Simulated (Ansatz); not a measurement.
Fields on a plane of Lu (hcp, Mg type)

```xyz
2
Lattice="3.5071 0.0000 0.0000 -1.7535 3.0372 0.0000 0.0000 0.0000 5.4621" Properties=species:S:1:pos:R:3 pbc="T T T"
Lu     0.0000     2.0248     4.0966
Lu     1.7535     1.0124     1.3655
```

The slice is a (0001) plane (indices of the conventional cell) through the point (0.667, 0.333, 0.250) (fractional), spanned by u = [110] and v = [1 -1 0] in vectors of this cell: u (3.51 Å) and v (6.07 Å, at 90° to u). It covers one period; positions are fractions (u, v).

Atoms on it: Lu at (0.00, 0.00); Lu at (0.50, 0.50).

All values below come from PBE (plane waves to 420 eV, PAW, scalar-relativistic; Ansatz, an electronic-structure program). k mesh 15×15×9. These are valence fields of a PAW run, semicore shells included where kept as valence: close to a nucleus they are smooth pseudo fields. Lu is run without spin polarisation. Lu was relaxed with its symmetry unable to fall.

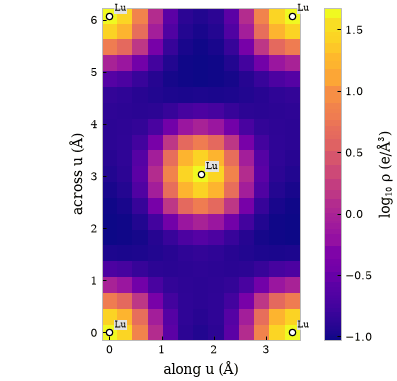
Fig. 1. Log₁₀ of the valence density in e/Å³, one period of the plane, atoms marked. The scale is logarithmic, as a density can span decades between atoms and voids.

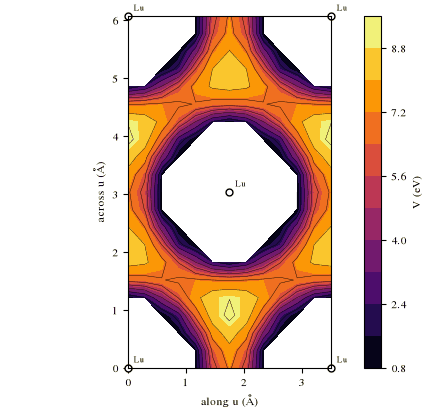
Figure: Electrostatic potential energy of an electron, from the cell's mean, in eV, one period of the plane, atoms marked. Points within 1 Å of a nucleus are left white, as the pseudised field means little there. Values under 1 eV are set to 1. The zero, the cell's mean, hangs on the PAW cores.
